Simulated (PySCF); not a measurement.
**C₆H₁₀O, SMILES `C[CH]1[CH]2[CH](CO)[CH]12`: what the electrons do**

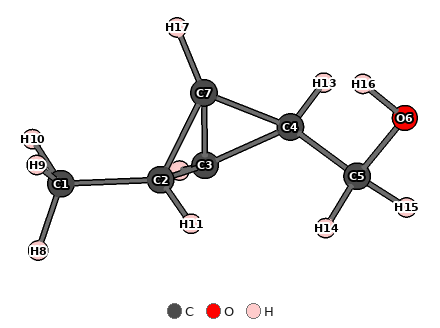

The molecule, with its atoms numbered as below. No frequency check shows the geometry to be a minimum.

Coordinates in Å:

```
C1      -2.7066   -0.5950   -0.0522
C2      -1.2211   -0.3884   -0.2296
C3      -0.7065    1.0127   -0.3651
C4       0.6997    0.7872    0.0930
C5       1.7099   -0.0907   -0.6235
O6       2.6416   -0.6469    0.2787
C7      -0.4487    0.2412    0.8899
H8      -3.2018   -0.6297   -1.0208
H9      -2.9000   -1.5348    0.4620
H10     -3.1412    0.2142    0.5301
H11     -0.7577   -1.1799   -0.8103
H12     -1.2289    1.9232   -0.5703
H13      1.1893    1.6524    0.5380
H14      1.2213   -0.8854   -1.2003
H15      2.2986    0.5174   -1.3152
H16      2.1503   -1.1057    0.9702
H17     -0.7224    0.4017    1.9122
```

## 1. Bonding charge

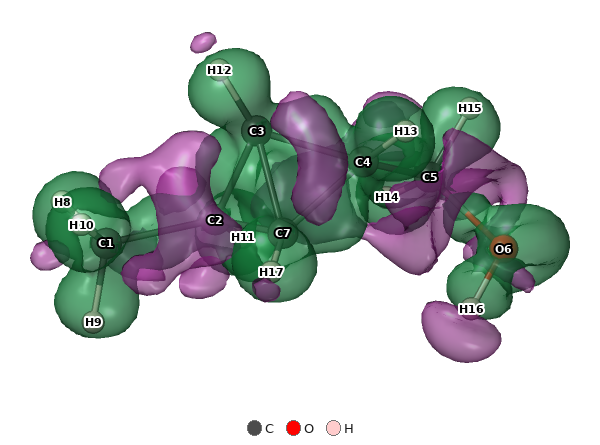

Deformation density (molecule less spherical, spin-averaged free atoms at the same positions), surfaces at ±0.08 e/Å³; green: gain, purple: loss.

Level of theory: HF/def2-SVP (PySCF), at a geometry from GFN2-xTB.

Question: How much density has each bond gained at its critical point, relative to the free atoms?

Answer: The five largest and four smallest: C5–H15: +0.75 e/Å³ at the bond critical point (bond length 1.09 Å, Mayer order 1.0). C5–H14: +0.74 e/Å³ at the bond critical point (bond length 1.10 Å, Mayer order 1.0). C2–H11: +0.72 e/Å³ at the bond critical point (bond length 1.09 Å, Mayer order 0.9). C3–H12: +0.71 e/Å³ at the bond critical point (bond length 1.07 Å, Mayer order 1.0). C4–H13: +0.71 e/Å³ at the bond critical point (bond length 1.09 Å, Mayer order 1.0). C3–C4: +0.41 e/Å³ at the bond critical point (bond length 1.50 Å, Mayer order 1.0). C4–C7: +0.40 e/Å³ at the bond critical point (bond length 1.50 Å, Mayer order 1.0). C3–C7: +0.24 e/Å³ at the bond critical point (bond length 1.50 Å, Mayer order 0.8). C5–O6: +0.16 e/Å³ at the bond critical point (bond length 1.41 Å, Mayer order 0.9). In all, 3.8 electrons gather in the regions of gain relative to the promolecule.

## 2. Bond critical points

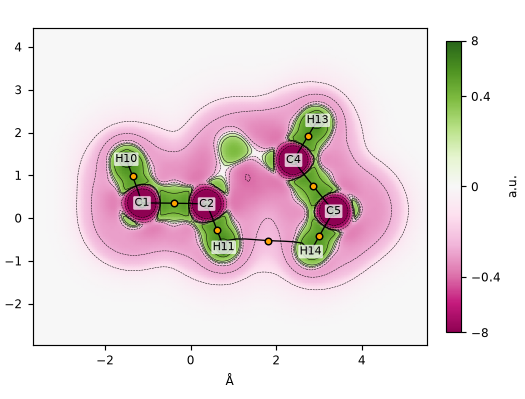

Negative Laplacian of the density (−∇²ρ) in a plane through 8 of the atoms (green positive, pink negative, colour scale in a.u., logarithmic beyond ±0.04), with bond paths and bond critical points (dots).

Question: At which bond critical points in this plane is charge locally concentrated, and at which depleted?

Answer: Concentrated (∇²ρ < 0): C2–H11 (−1.11 a.u.); C5–H14 (−1.11 a.u.); C4–H13 (−1.10 a.u.); C1–H10 (−1.07 a.u.); C4–C5 (−0.72 a.u.); C1–C2 (−0.69 a.u.). Depleted (∇²ρ > 0): H11–H14 (+0.05 a.u., H = +0.002).

Question: Where along C4–H13 does the critical point lie?

Answer: 0.67 Å from C4 and 0.42 Å from H13.

## 3. Local ionisation energy

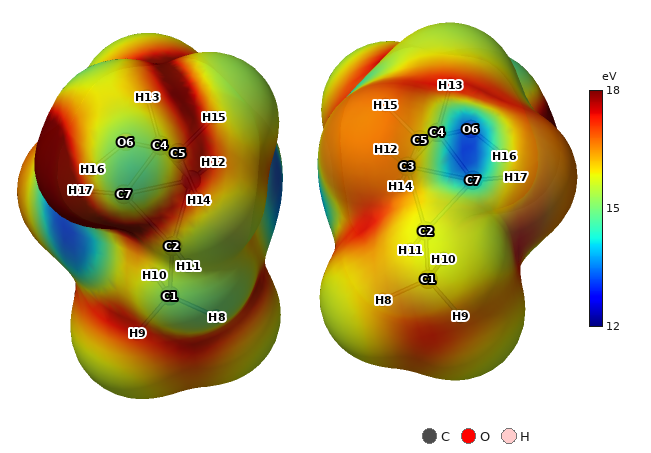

Average local ionisation energy on the surface of electron density 0.001 a.u. (back view left, front view right).

Question: Locate the minima of the map.

Answer: The lowest value is 13.0 eV, about equally far (2.0 Å) from H12 and H17. Further minima include 13.2 eV, about equally far (2.0 Å) from C7, H16 and H17; 13.3 eV, 2.0 Å from C3; 14.8 eV, 1.8 Å from O6. For comparison, the highest occupied orbital lies at −9.8 eV.

## 4. In an electric field

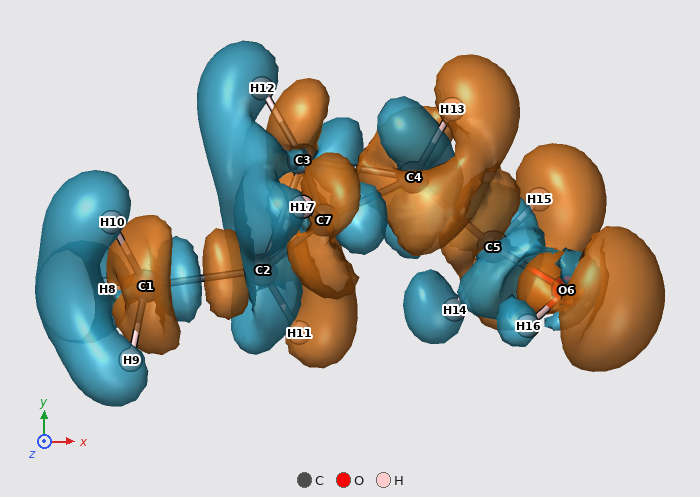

Change of the electron density in a uniform field of 0.41 V/Å, surfaces at ±0.003 e/Å³ (light blue: gain, orange: loss).

Method: BP86/6-31+G*; geometry: GFN2-xTB; program: PySCF. The basis has diffuse s and p functions alone, which still leaves polarisabilities too small, most of all across bonds.

Question: Along which Cartesian direction does the field point?

Answer: Along +x: electrons gather on the −x side, against the field.

Question: How large is the response?

Answer: The induced dipole is 1.73 D (along the field); α along this axis, from the fields in both directions, is 85 bohr³ (12.5 Å³).

Question: Which atoms gain and lose the most charge?

Answer: Electrons gather most on H8 (Hirshfeld charge changes by −0.012 e) and leave O6 most (+0.021 e); 0.141 electrons are displaced in all.

## 5. Removing or adding an electron

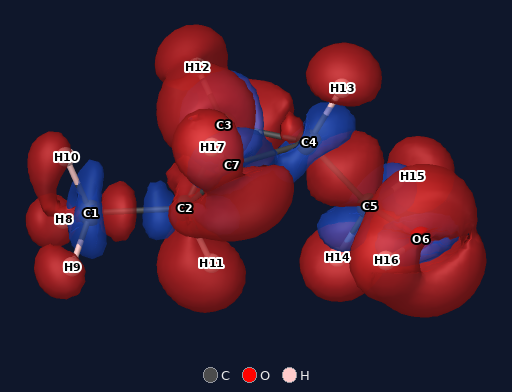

Fukui function f⁻ = ρ(N) − ρ(N−1) at fixed geometry, surfaces at ±0.015 e/Å³ (red positive, blue negative).

Method: TPSS/def2-SVP; geometry: GFN2-xTB; program: PySCF.

Question: Which atoms respond most to the removal of an electron?

Answer: f⁻ (Hirshfeld-condensed) is largest on O6 (0.17), C3 (0.12) and C7 (0.10); the vertical ionisation energy is 8.41 eV (the stability of the cation's solution wasn't checked). Condensed values hint at sites of electrophilic attack but needn't mark the atom that reacts. Orbital relaxation makes it negative in places (0.23 e in all).

| atom | f⁻ | charge |
| --- | --- | --- |
| C1 | +0.02 | −0.09 |
| C2 | +0.04 | −0.02 |
| C3 | +0.12 | −0.05 |
| C4 | +0.04 | −0.03 |
| C5 | +0.06 | +0.01 |
| O6 | +0.17 | −0.22 |
| C7 | +0.10 | −0.06 |
| H8 | +0.03 | +0.04 |
| H9 | +0.03 | +0.03 |
| H10 | +0.03 | +0.03 |
| H11 | +0.06 | +0.02 |
| H12 | +0.06 | +0.05 |
| H13 | +0.05 | +0.03 |
| H14 | +0.05 | +0.02 |
| H15 | +0.05 | +0.03 |
| H16 | +0.05 | +0.15 |
| H17 | +0.05 | +0.04 |
